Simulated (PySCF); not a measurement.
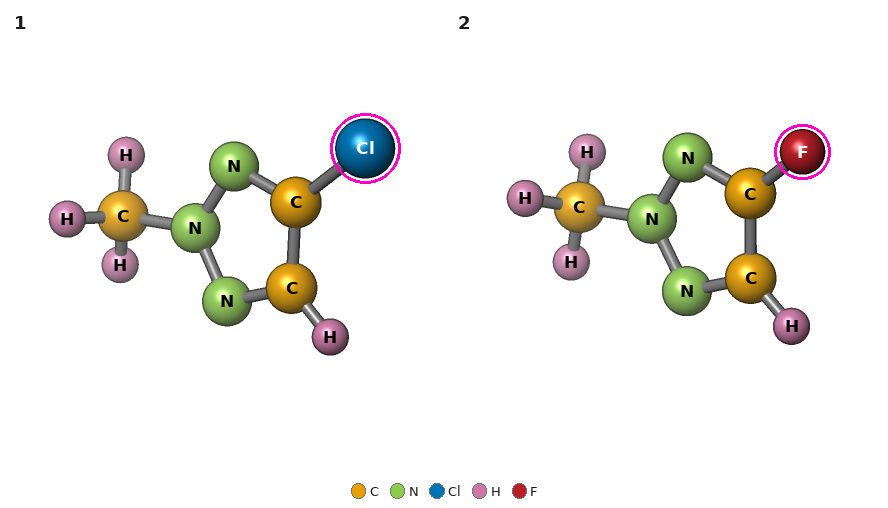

2 molecules with one skeleton, seen from the same side and at one scale; the atom that differs is circled. Each species is neutral and a spin singlet. Computed geometries: GFN2-xTB optimisations, one conformation each. Properties computed with PySCF 2.14.0.

One atom differs, called X below: Cl in panel 1, F in panel 2. Their formulas are C3H4ClN3 (`Cn1ncc(Cl)n1`), C3H4FN3 (`Cn1ncc(F)n1`).

Question: In which is the dipole moment larger (PBE0/def2-SVPD)?

Answer: In panel 2 (X = F).

Question: In which is the mean static polarisability larger (PBE0/def2-SVPD)?

Answer: In panel 1 (X = Cl).

Give the values. With GFN2-xTB: length of X–C (Å), angle C–C–X (°). With PBE0/def2-SVPD: dipole moment (D), HOMO energy (Kohn–Sham orbital) (eV), HOMO–LUMO gap (eV), mean static polarisability (bohr³), lowest vertical singlet excitation (eV).

```
                               quantity  1 (Cl)  2 (F)   2 − 1
                      length of X–C (Å)   1.695  1.323  −0.372
                        angle C–C–X (°)   128.9  128.3    −0.6
                      dipole moment (D)    1.89   1.97   +0.08
   HOMO energy (Kohn–Sham orbital) (eV)   −7.50  −7.70   −0.20
                     HOMO–LUMO gap (eV)    7.02   7.29   +0.27
     mean static polarisability (bohr³)    68.8   54.9   −13.9
lowest vertical singlet excitation (eV)    6.16   6.44   +0.28
```
